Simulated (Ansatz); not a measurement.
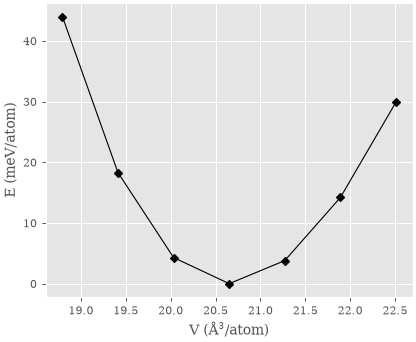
*Ba4Si23 in space group I-43m (No. 217; Pearson symbol cI54) under volume change, PBE (plane waves, PAW; program Ansatz), shape and atoms relaxed at each volume.*

Task: What does a third-order Birch–Murnaghan fit give for V₀, B₀ and B′?

Result: V₀ = 20.65 Å³/atom, B₀ = 68.5 GPa, B′ = 5.5.

The start of the workflow was typed in or built on a structure type; neither database checked (COD, Materials Project) lists it. Whether it is the stable phase at ambient conditions was not checked. The cell was relaxed with PBE under the symmetry of its start; whether a distortion lowers the energy is not shown. Scalar-relativistic: spin–orbit coupling is off unless named, which matters more the heavier the elements.

Potentials: the later of the program's two PAW sets.
